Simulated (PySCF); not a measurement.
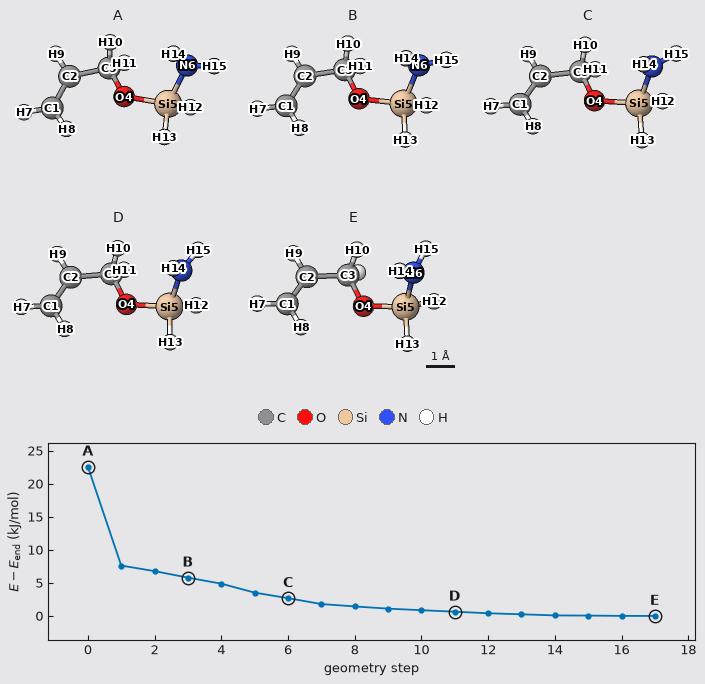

Frames of a relaxation of C$_{3}$H$_{9}$NOSi, marked on the history of the run. A ball-and-stick model, seen at a tilt.

The start comes from GFN2-xTB. Its atoms were then displaced at random by about 0.01 Å.

All numbers below come from PBE0-D3(BJ)/def2-SVP geometry optimisation, gas phase (PySCF 2.14.0, density-fitted response routines). 

**Describe the path.**

The atom that moves furthest after the best rigid fit is H15 (1.11 Å). Largest moves by element: H 1.11 Å, O 0.52 Å, N 0.48 Å, C 0.40 Å, Si 0.12 Å. Some distances before and after: Si5–H13 1.448 → 1.485 Å, C3–O4 1.362 → 1.397 Å, C1–H8 1.062 → 1.093 Å, C1–H7 1.068 → 1.093 Å. Among the angles between lasting bonds that change: N6–Si5–H13 117.6° → 111.1°, Si5–N6–H15 117.8° → 122.2°, O4–Si5–N6 110.3° → 114.6°. Groups turn about C3–O4 by about 35°. After 17 geometry steps the energy has fallen by 22.6 kJ/mol. From step 0 to 3: H atoms move most (0.26 Å), energy −16.8 kJ/mol. From step 3 to 6: H14 moves most (0.33 Å), energy −3.10 kJ/mol. From step 6 to 11: H15 moves most (0.37 Å), energy −2.05 kJ/mol. From step 11 to 17: H14 moves most (0.33 Å), energy −0.64 kJ/mol.
